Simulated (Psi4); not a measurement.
## Single-point calculation of SiH2Cl2

The run: single-point calculation of SiH2Cl2. Method and program: HF/cc-pVTZ-DK, RHF, sfX2C (Psi4 1.11).

The geometry comes from this level: PBE0-D4/def2-TZVP.

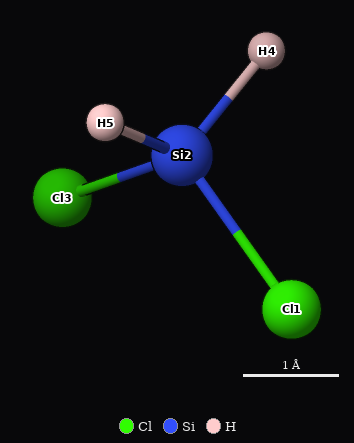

**Figure 1.** The input geometry (ball-and-stick view, seen at a tilt; atoms are numbered from 1 in the order of the input). Bond lengths as drawn: Cl–Si 2.04 Å and H–Si 1.48 Å.

## Results in brief

| quantity | value |
| --- | --- |
| outcome | converged |
| total energy | −1212.674609 hartree |
| basis functions | 130 |
| HOMO | −12.37 eV |
| LUMO | 3.44 eV |
| dipole moment | 1.38 D |
| hardware | 1 thread of Intel Xeon (Sapphire Rapids), 16 GiB of memory available, shared host |
| wall time | 3.6 s |
| peak memory | 0.33 GiB |

## Input (job.in)
```
memory 1600 MB

molecule geom {
  0 1
  Cl
  Si 1 R2
  Cl 2 R3 1 A3
  H 2 R4 3 A4 1 D4
  H 2 R5 4 A5 3 D5

  R2 = 2.040315
  R3 = 2.040214
  A3 = 110.1195
  R4 = 1.475546
  A4 = 108.49111
  D4 = 118.60252
  R5 = 1.475545
  A5 = 112.73729
  D5 = -120.18519
  symmetry c1
}

set {
  basis cc-pVTZ-DK
  scf_type df
  relativistic x2c
}

energy("hf")
```

Launch command:
```bash
psi4 -n 1 job.in job.out
```

## Log
```
Psi4 1.11 release

Relativistic analytic gradients are not implemented yet, re-routing to finite differences.

   => Loading Basis Set <=

    Name: CC-PVTZ-DK
    Role: ORBITAL
    Keyword: BASIS

         ---------------------------------------------------------
                                   SCF
                              RHF Reference
                        1 Threads,   1525 MiB Core
         ---------------------------------------------------------

  ==> Geometry <==

    Molecular point group: c1
    Full point group: C1

    Geometry (in Angstrom), charge = 0, multiplicity = 1:

       Center              X                  Y                   Z               Mass
    ------------   -----------------  -----------------  -----------------  -----------------
         CL           0.000000514335     0.656858524817    -1.581363456954    34.968852682000
         SI           0.000000514335     0.656858524817     0.458951543046    27.976926534650
         CL           0.000000514335    -1.258855979470     1.160742896557    34.968852682000
         H           -1.228591131152     1.326720165078     0.927015587448     1.007825032230
         H            1.228541161250     1.326793618271     0.927041167436     1.007825032230

  Running in c1 symmetry.

  Rotational constants: A =      0.47199  B =      0.08485  C =      0.07384 [cm^-1]
  Rotational constants: A =  14149.76638  B =   2543.71499  C =   2213.57262 [MHz]
  Nuclear repulsion =  191.963401925842277

  Charge       = 0
  Multiplicity = 1
  Electrons    = 50
  Nalpha       = 25
  Nbeta        = 25

  ==> Algorithm <==

  SCF Algorithm Type is DF.
  DIIS enabled.
  MOM disabled.
  Fractional occupation disabled.
  Guess Type is SAD.
  Energy threshold   = 1.00e-06
  Density threshold  = 1.00e-06
  Integral threshold = 1.00e-12

  ==> Primary Basis <==

  Basis Set: CC-PVTZ-DK
    Blend: CC-PVTZ-DK
    Number of shells: 48
    Number of basis functions: 130
    Number of Cartesian functions: 147
    Spherical Harmonics?: true
    Max angular momentum: 3

   => Loading Basis Set <=

    Name: (CC-PVTZ-DK AUX)
    Role: JKFIT
    Keyword: DF_BASIS_SCF

   => Loading Basis Set <=

    Name: (CC-PVTZ-DK AUX)
    Role: DECON
    Keyword: BASIS_RELATIVISTIC

  ==> Integral Setup <==

  DFHelper Memory: AOs need 0.058 GiB; user supplied 1.118 GiB.
  SCF_SUBTYPE=INCORE selected. In-core MEM_DF algorithm will be used.
  Using in-core AOs.

  ==> MemDFJK: Density-Fitted J/K Matrices <==

    J tasked:                   Yes
    K tasked:                   Yes
    wK tasked:                   No
    Memory [MiB]:              1144
    Algorithm:                 Core
    Schwarz Cutoff:           1E-12
    Mask sparsity (%):       0.0000
    Fitting Condition:        1E-10

   => Auxiliary Basis Set <=

  Basis Set: (CC-PVTZ-DK AUX)
    Blend: DEF2-UNIVERSAL-JKFIT
    Number of shells: 126
    Number of basis functions: 420
    Number of Cartesian functions: 505
    Spherical Harmonics?: true
    Max angular momentum: 4

 OEINTS: Using relativistic (X2C) overlap, kinetic, and potential integrals.
         ------------------------------------------------------------
         Spin-Free X2C Integrals at the One-Electron Level (SFX2C-1e)
         ------------------------------------------------------------

  ==> X2C Options <==

    Computational Basis: CC-PVTZ-DK
    X2C Basis: (CC-PVTZ-DK AUX)
    The X2C Hamiltonian will be computed in the X2C Basis

    Comparing only 130 out of 209 elements of H_Dirac

    The 1-norm of |H_X2C - H_Dirac| is: 105.157345958247

    WARNING: The X2C and Dirac Hamiltonians have substatially different eigenvalues!
             This is probably caused by the recontraction of the basis set.

  Minimum eigenvalue in the overlap matrix is 2.7053630988E-03.
  Reciprocal condition number of the overlap matrix is 5.4511562519E-04.
    Using symmetric orthogonalization.

  ==> Pre-Iterations <==

  SCF Guess: Superposition of Atomic Densities via on-the-fly atomic UHF (no occupation information).

   -------------------------
    Irrep   Nso     Nmo
   -------------------------
     A        130     130
   -------------------------
    Total     130     130
   -------------------------

  ==> Iterations <==

                           Total Energy        Delta E     RMS |[F,P]|

   @DF-RHF iter SAD: -1212.37114004860859   -1.21237e+03   0.00000e+00
   @DF-RHF iter   1: -1212.64412913270939   -2.72989e-01   1.75821e-03 DIIS/ADIIS
   @DF-RHF iter   2: -1212.67032301224776   -2.61939e-02   6.37568e-04 DIIS/ADIIS
   @DF-RHF iter   3: -1212.67413883882682   -3.81583e-03   1.63477e-04 DIIS/ADIIS
   @DF-RHF iter   4: -1212.67457433450568   -4.35496e-04   4.01832e-05 DIIS
   @DF-RHF iter   5: -1212.67460705401959   -3.27195e-05   9.54628e-06 DIIS
   @DF-RHF iter   6: -1212.67460911170838   -2.05769e-06   2.68603e-06 DIIS
   @DF-RHF iter   7: -1212.67460928221067   -1.70502e-07   7.10717e-07 DIIS
  Energy and wave function converged.

  ==> Post-Iterations <==

    Orbital Energies [Eh]
    ---------------------

    Doubly Occupied:

       1A   -105.216254     2A   -105.216249     3A    -69.031302
       4A    -10.635436     5A    -10.635427     6A     -8.036680
       7A     -8.036672     8A     -8.035467     9A     -8.035459
      10A     -8.035423    11A     -8.035416    12A     -6.234285
      13A     -4.313890    14A     -4.313150    15A     -4.312351
      16A     -1.132628    17A     -1.105070    18A     -0.731389
      19A     -0.562696    20A     -0.557724    21A     -0.556332
      22A     -0.482894    23A     -0.482410    24A     -0.466868
      25A     -0.454421

    Virtual:

      26A      0.126599    27A      0.130076    28A      0.161270
      29A      0.186198    30A      0.267508    31A      0.294004
      32A      0.295843    33A      0.316924    34A      0.333495
      35A      0.357607    36A      0.371882    37A      0.378108
      38A      0.408990    39A      0.478318    40A      0.495142
      41A      0.509605    42A      0.527627    43A      0.551455
      44A      0.583387    45A      0.591695    46A      0.599541
      47A      0.654607    48A      0.734261    49A      0.739439
      50A      0.765302    51A      0.766971    52A      0.803915
      53A      0.818120    54A      0.844481    55A      0.848080
      56A      0.935336    57A      0.980605    58A      0.998711
      59A      1.112911    60A      1.130198    61A      1.150329
      62A      1.165423    63A      1.217079    64A      1.278004
      65A      1.284906    66A      1.292766    67A      1.399455
      68A      1.416166    69A      1.508019    70A      1.534268
      71A      1.539249    72A      1.543235    73A      1.557102
      74A      1.575892    75A      1.692099    76A      1.781197
      77A      2.252408    78A      2.257359    79A      2.260791
      80A      2.268103    81A      2.303135    82A      2.325060
      83A      2.326923    84A      2.326994    85A      2.329335
      86A      2.379281    87A      2.398506    88A      2.399050
      89A      2.403330    90A      2.404972    91A      2.456484
      92A      2.463065    93A      2.488906    94A      2.504537
      95A      2.519677    96A      2.559501    97A      2.565662
      98A      2.577542    99A      2.617375   100A      2.629612
     101A      2.639459   102A      2.749195   103A      2.785175
     104A      2.797673   105A      2.799820   106A      2.888075
     107A      2.936249   108A      2.938422   109A      3.238775
     110A      3.387533   111A      3.555151   112A      3.598631
     113A      3.602316   114A      3.674357   115A      3.749639
     116A      3.830981   117A      3.892987   118A      3.970946
     119A      3.985874   120A      4.177828   121A      4.218808
     122A      4.259286   123A      4.365942   124A      4.372396
     125A      4.380491   126A      4.530850   127A      4.958936
     128A      5.296927   129A      5.362386   130A      5.561778

    Final Occupation by Irrep:
              A
    DOCC [    25 ]
    NA   [    25 ]
    NB   [    25 ]

  @DF-RHF Final Energy: -1212.67460928221067

   => Energetics <=

    Nuclear Repulsion Energy =            191.9634019258422768
    One-Electron Energy =               -2059.9639192985009686
    Two-Electron Energy =                 655.3259080904480243
    Total Energy =                      -1212.6746092822104401

Computation Completed

Properties will be evaluated at   0.000000,   0.000000,   0.000000 [a0]

Properties computed using the SCF density matrix

 Multipole Moments:

 ------------------------------------------------------------------------------------
     Multipole            Electronic (a.u.)      Nuclear  (a.u.)        Total (a.u.)
 ------------------------------------------------------------------------------------

 L = 1.  Multiply by 2.5417464519 to convert [e a0] to [Debye]
 Dipole X            :          0.0000696           -0.0000478            0.0000218
 Dipole Y            :         -2.6091742            3.0529969            0.4438227
 Dipole Z            :         -1.8229360            2.1331773            0.3102413
 Magnitude           :                                                    0.5415056

 ------------------------------------------------------------------------------------

	total time  =          3 seconds =       0.05 minutes

    Psi4 run time: 0:00:02.42
```

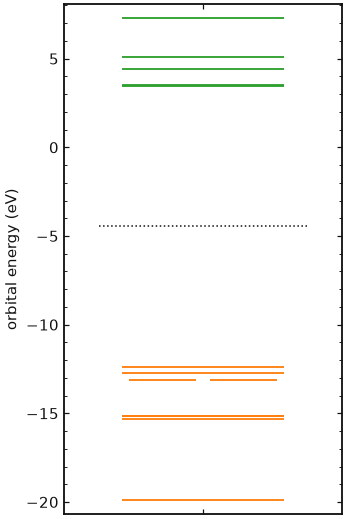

**Figure 2.** Orbital energies near the frontier; the dotted line parts filled from empty levels, and levels within 0.02 eV of each other stand side by side. Highest filled −12.37 eV, lowest empty 3.44 eV, 15.81 eV apart.
